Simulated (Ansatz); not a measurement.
A computed series for HfO2: pressure series

The reference is HfO₂ in the fluorite structure (space group Fm-3m, No. 225).

```xyz
3
Lattice="0.0000 2.5292 2.5292 2.5292 0.0000 2.5292 2.5292 2.5292 0.0000" Properties=species:S:1:pos:R:3 pbc="T T T"
Hf     0.0000     0.0000     0.0000
O      1.2646     1.2646     1.2646
O      3.7938     3.7938     3.7938
```

Cell and atoms are relaxed at each pressure.

All numbers come from r2SCAN in Ansatz (plane waves to 500 eV, PAW, spin-orbit coupling left out).

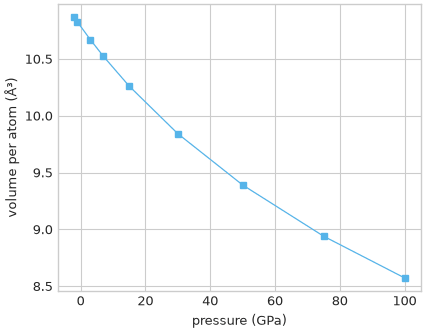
Volume against pressure

Estimate the zero-pressure bulk modulus from the plot.

About 270 GPa; a third-order Birch–Murnaghan fit to the points gives V₀ = 10.79 Å³/atom, B₀ = 272 GPa and B₀′ = 4.1.

Between the base and pressure 30 GPa the gap moves from 4.30 eV to 4.54 eV, a mean slope of 8.0 meV/GPa.

Spin-orbit coupling, missing from the scalar runs, can matter with Hf. Load acts through the strain it causes; cell and atoms are relaxed under it. No phonon test of stability was made. Competing high-pressure phases were not computed. This is not the structure that HfO2 has at room temperature and ambient pressure.

Ansatz is an electronic-structure program.
